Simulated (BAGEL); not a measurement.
# C2H2F (SMILES C=[C]F): ROHF/6-31G(d) (density fitting with qzvpp-jkfit, spherical functions)

Aim: the vertical doublet–quartet gap of C2H2F at ROHF/6-31G* (density fitting with qzvpp-jkfit, spherical functions), from 2 runs. 

The calculation is run with BAGEL 1.2.2.

### 1 The system as given

The species is C2H2F (5 atoms), meant as a doublet with charge 0. SMILES: `C=[C]F`. The coordinates come from a PBE0-D4/def2-TZVP relaxation.

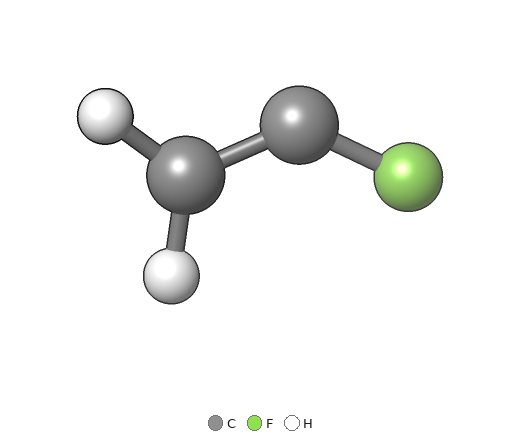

Viewed from a chosen angle; carbon grey, fluorine green, hydrogen white.

### 2 A single-point energy at ROHF/6-31G(d) (density fitting with qzvpp-jkfit, spherical functions)

job.json

```json
{ "bagel": [

{
  "title": "molecule",
  "basis": "6-31gs.json",
  "df_basis": "qzvpp-jkfit",
  "angstrom": true,
  "geometry": [
    { "atom": "C", "xyz": [       0.488200,      -0.200400,       0.008400 ] },
    { "atom": "C", "xyz": [      -0.592700,       0.393700,       0.447100 ] },
    { "atom": "F", "xyz": [      -1.725600,       0.629500,      -0.148900 ] },
    { "atom": "H", "xyz": [       0.534700,      -0.590400,      -1.005400 ] },
    { "atom": "H", "xyz": [       1.345200,      -0.306200,       0.657500 ] }
  ]
},

{ "title": "rohf", "nopen": 1 },

{ "title": "print", "file": "orbitals.molden", "orbitals": true }

]}
```

The basis set 6-31G* is read from a file made from the Basis Set Exchange's data (not shown).

Command:

```bash
$ BAGEL_NUM_THREADS=1 BAGEL job.json > job.out
```

The log of the run:

```text
* using 1 threads per process

  ===============================================================
  ===============================================================

  *** Geometry ***

  { "atom" : "C", "xyz" : [      0.922564,     -0.378701,      0.015874 ] },
  { "atom" : "C", "xyz" : [     -1.120041,      0.743985,      0.844897 ] },
  { "atom" : "F", "xyz" : [     -3.260911,      1.189583,     -0.281380 ] },
  { "atom" : "H", "xyz" : [      1.010437,     -1.115694,     -1.899931 ] },
  { "atom" : "H", "xyz" : [      2.542060,     -0.578634,      1.242495 ] },

  Number of auxiliary basis functions:      263

  Since a DF basis is specified, we compute 2- and 3-index integrals:
    o Being stored without compression. Storage requirement is 0.004 GB

  Number of basis functions:       46
  Number of electrons      :       23

    * METHOD: MOLECULE                             0.19

  *** Open-shell HF ***

  === Nuclear Repulsion ===
    60.9611397391

      * DIIS with orbital gradients will be used.

  === ROHF iteration (6-31gs.json) ===
      0       -176.11838135          0.04635765           0.05
      1       -176.19730377          0.02664899           0.06
      2       -176.21674909          0.01571195           0.04
      3       -176.22650255          0.00265585           0.05
      4       -176.22730626          0.00080787           0.05
      5       -176.22749648          0.00029777           0.05
      6       -176.22753179          0.00009067           0.05
      7       -176.22754102          0.00002603           0.05
      8       -176.22754381          0.00000869           0.05
      9       -176.22754412          0.00000253           0.06
     10       -176.22754399          0.00000113           0.06
     11       -176.22754401          0.00000055           0.07
     12       -176.22754400          0.00000016           0.06
     13       -176.22754400          0.00000005           0.07
     14       -176.22754400          0.00000001           0.05
     15       -176.22754400          0.00000001           0.05
    * SCF iteration converged.

    * S^2 (ROHF) is 0.7500

    * Permanent dipole moment:
           (   -0.395490,     0.147024,    -0.031418) a.u.

    * METHOD: ROHF                                 1.08

    * METHOD: PRINT                                0.02

  ===============================================================
```

It took 1.9 s on 1 thread of AMD EPYC, shared host; peak memory 0.08 GiB.

### 3 The quartet

hf.json

```json
{ "bagel": [

{
  "title": "molecule",
  "basis": "6-31gs.json",
  "df_basis": "qzvpp-jkfit",
  "angstrom": true,
  "geometry": [
    { "atom": "C", "xyz": [    0.488200,   -0.200400,    0.008400 ] },
    { "atom": "C", "xyz": [   -0.592700,    0.393700,    0.447100 ] },
    { "atom": "F", "xyz": [   -1.725600,    0.629500,   -0.148900 ] },
    { "atom": "H", "xyz": [    0.534700,   -0.590400,   -1.005400 ] },
    { "atom": "H", "xyz": [    1.345200,   -0.306200,    0.657500 ] }
  ]
},
{
  "title": "rohf",
  "nopen": 3
},
{
  "title": "print",
  "file": "orbitals.molden",
  "orbitals": true
}

]}
```

The basis set 6-31G* is read from a file made from the Basis Set Exchange's data (not shown).

Command:

```bash
$ BAGEL_NUM_THREADS=1 BAGEL hf.json > hf.out
```

The log of the run:

```text
* using 1 threads per process

  ===============================================================
  ===============================================================

  *** Geometry ***

  { "atom" : "C", "xyz" : [      0.922564,     -0.378701,      0.015874 ] },
  { "atom" : "C", "xyz" : [     -1.120041,      0.743985,      0.844897 ] },
  { "atom" : "F", "xyz" : [     -3.260911,      1.189583,     -0.281380 ] },
  { "atom" : "H", "xyz" : [      1.010437,     -1.115694,     -1.899931 ] },
  { "atom" : "H", "xyz" : [      2.542060,     -0.578634,      1.242495 ] },

  Number of auxiliary basis functions:      263

  Since a DF basis is specified, we compute 2- and 3-index integrals:
    o Being stored without compression. Storage requirement is 0.004 GB

  Number of basis functions:       46
  Number of electrons      :       23

    * METHOD: MOLECULE                             0.17

  *** Open-shell HF ***

  === Nuclear Repulsion ===
    60.9611397391

      * DIIS with orbital gradients will be used.

  === ROHF iteration (6-31gs.json) ===
      0       -175.99543328          0.04205361           0.07
      1       -176.06946256          0.02434806           0.06
      2       -176.08726219          0.01471502           0.05
      3       -176.09657041          0.00259583           0.05
      4       -176.09730524          0.00053692           0.05
      5       -176.09753038          0.00015957           0.05
      6       -176.09756210          0.00003748           0.05
      7       -176.09757025          0.00001086           0.06
      8       -176.09757179          0.00000195           0.07
      9       -176.09757241          0.00000088           0.05
     10       -176.09757245          0.00000033           0.05
     11       -176.09757245          0.00000010           0.06
     12       -176.09757245          0.00000003           0.05
     13       -176.09757245          0.00000001           0.05
     14       -176.09757245          0.00000001           0.06
    * SCF iteration converged.

    * S^2 (ROHF) is 3.7500

    * Permanent dipole moment:
           (   -0.594506,     0.237803,    -0.001461) a.u.

    * METHOD: ROHF                                 1.04

    * METHOD: PRINT                                0.02

  ===============================================================
```

Wall time 1.9 s (1 thread of AMD EPYC, shared host); peak memory 0.08 GiB.

### 4 Outcome

At ROHF/6-31G* (density fitting with qzvpp-jkfit, spherical functions):

| quantity | value |
| --- | --- |
| doublet: total energy | -176.22754 Eh |
| doublet: dipole moment | 1.08 D |
| doublet: ⟨S²⟩ | 0.750 |
| quartet: total energy | -176.09757 Eh |
| quartet: dipole moment | 1.63 D |
| quartet: ⟨S²⟩ | 3.750 |
| vertical energy of the quartet above the doublet | 3.537 eV |

What this shows: At this shape the quartet lies 3.54 eV (341 kJ/mol) above the doublet.
